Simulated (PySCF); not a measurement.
# C₄H₉OPSi: what the fields show

```yaml
atoms:
  - { symbol: C, position_ang: [-0.5536, 2.3848, -1.1584] }
  - { symbol: C, position_ang: [-0.1626, 1.1445, -0.8535] }
  - { symbol: C, position_ang: [-0.8657, 0.2518, 0.0860] }
  - { symbol: C, position_ang: [-0.0742, -0.7663, 0.9879] }
  - { symbol: Si, position_ang: [1.7941, -0.9239, 0.9600] }
  - { symbol: P, position_ang: [-1.1518, -1.5019, -0.2395] }
  - { symbol: O, position_ang: [-2.3943, -2.2916, -0.0130] }
  - { symbol: H, position_ang: [-0.0032, 2.9897, -1.8822] }
  - { symbol: H, position_ang: [-1.4372, 2.8359, -0.6967] }
  - { symbol: H, position_ang: [0.7313, 0.7354, -1.3412] }
  - { symbol: H, position_ang: [-1.7117, 0.7153, 0.6093] }
  - { symbol: H, position_ang: [-0.4928, -0.8318, 2.0015] }
  - { symbol: H, position_ang: [2.1851, -2.0656, 1.8380] }
  - { symbol: H, position_ang: [2.2627, -1.2013, -0.4331] }
  - { symbol: H, position_ang: [2.4486, 0.3294, 1.4416] }
  - { symbol: H, position_ang: [-0.3358, -1.8457, -1.3474] }
```

Geometry: PBE0-D3(BJ)/def2-SVP.

Method: PBE0/pcSseg-1, SCF density, gas phase, non-relativistic in PySCF.

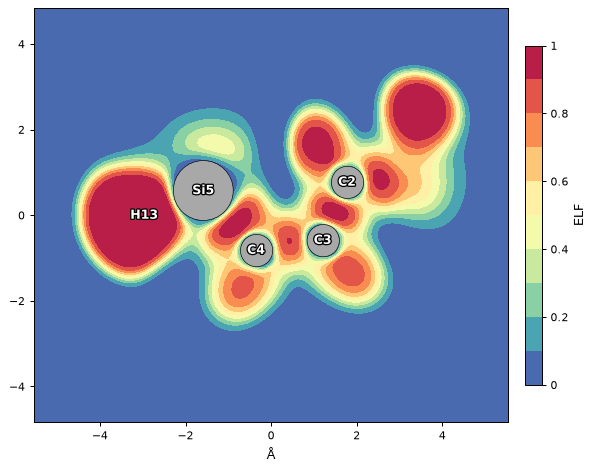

Figure 1. Electron localisation function on the plane of atoms C3, C4 and Si5. Grey discs cover the atomic cores.

**What do the fields say about this system?**

- Atoms in the plane: C, Si and H.
- C–Si (1.88 Å): the ELF peaks at about 0.95 between the atoms, as expected for a covalent bond.
- C–C (1.47 Å): the ELF peaks at about 0.95 between the atoms; localised, covalent bonding.

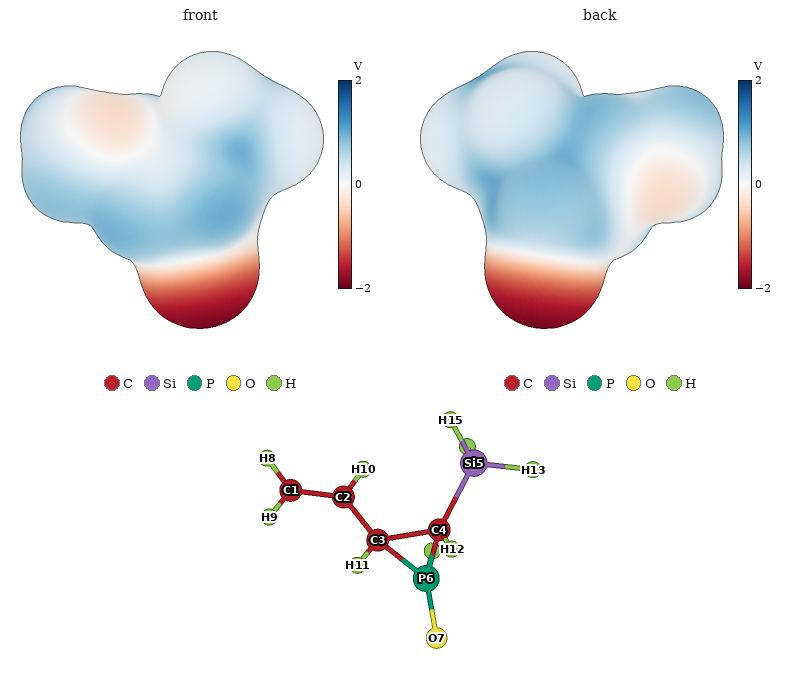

Figure 2. The molecular electrostatic potential painted on the density surface at 0.001 e/bohr³, seen from the front and from behind; the colour scale runs from red (negative) to blue (positive). The bare structure is drawn below in the same view.

**Describe the electrostatic potential map.**

The most negative region (about −1.9 V) lies over O7, the most positive (about +1.0 V) over the H, P and Si atoms. O7 is the likeliest acceptor of a hydrogen bond.

**How polar is the molecule by this calculation?**

Its dipole moment is 3.40 D.
